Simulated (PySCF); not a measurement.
CsF

```xyz
2

Cs    0.0000    0.0000   -0.2913
F     0.0000    0.0000    2.0377
```

The calculation used PySCF 2.14.0, PBE0/x2c-TZVPall, spin-free X2C-1e, Gaussian nucleus, at a bond length of 2.329 Å.

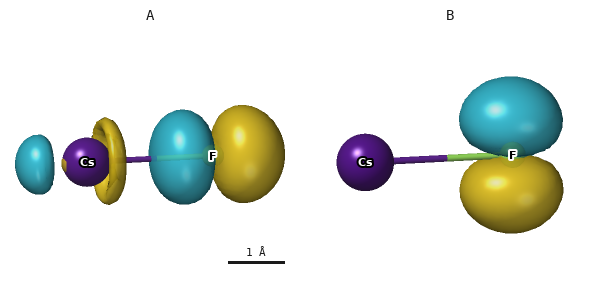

Figure 1. Two frontier orbitals, each drawn at the value that holds 80 % of its norm (yellow and cyan are the two phases), in no order; of a degenerate pair one member is drawn.

Name the orbitals and rank them from lowest to highest energy.

Answer. Orbital B: π, occupied, −6.87 eV; mainly on F (95 %).
Orbital A: σ, occupied, −6.58 eV; mainly on F (85 %).

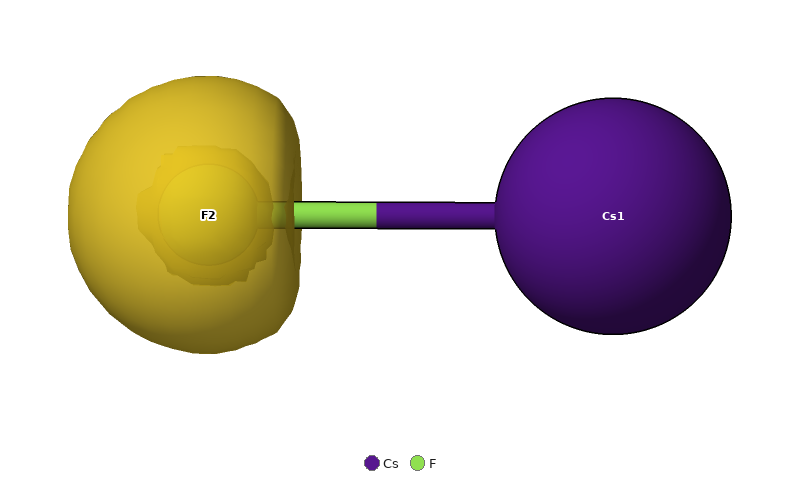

Figure 2. Isosurface of the electron localisation function at 0.75 (yellow), seen from one side. Only the valence region is drawn (cores and ρ < 0.01 e/Å³ removed).

What do the ELF domains correspond to?

Answer. The surface consists of one region wrapped around F (its valence shell). Profiles from the grid: Cs–F (2.33 Å): the ELF is about 0.25 at the midpoint; a closed-shell, largely ionic contact.

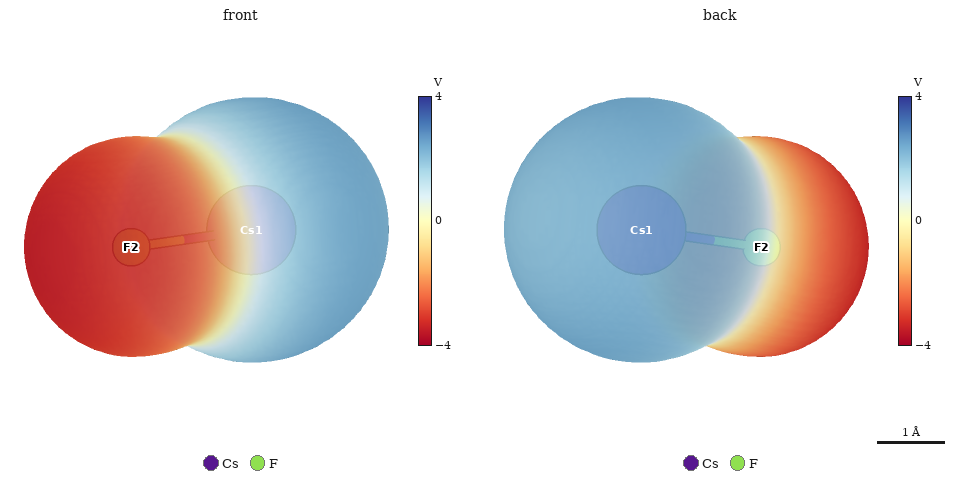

Figure 3. The molecular electrostatic potential painted on the density surface at 0.002 e/bohr³, seen from the front and from behind; red is negative and blue positive.

Describe the electrostatic potential map.

Answer. The most negative region (about −3.5 V, or −81 kcal/mol for a unit charge) lies over F2, the most positive (about +2.4 V, or +55 kcal/mol for a unit charge) over Cs1.

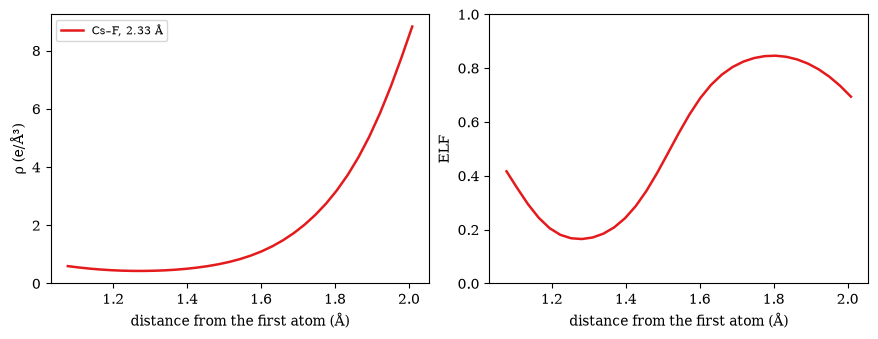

Figure 4. Total electron density and electron localisation function along straight lines between neighbouring atoms. The curves leave out the atomic cores.

What can be read from the curves?

Answer. Cs–F (2.33 Å): the density is about 0.48 e/Å³ at the midpoint, with its minimum of 0.43 e/Å³ about 1.3 Å from Cs; the ELF is about 0.25 at the midpoint (an ionic contact with no shared pair).
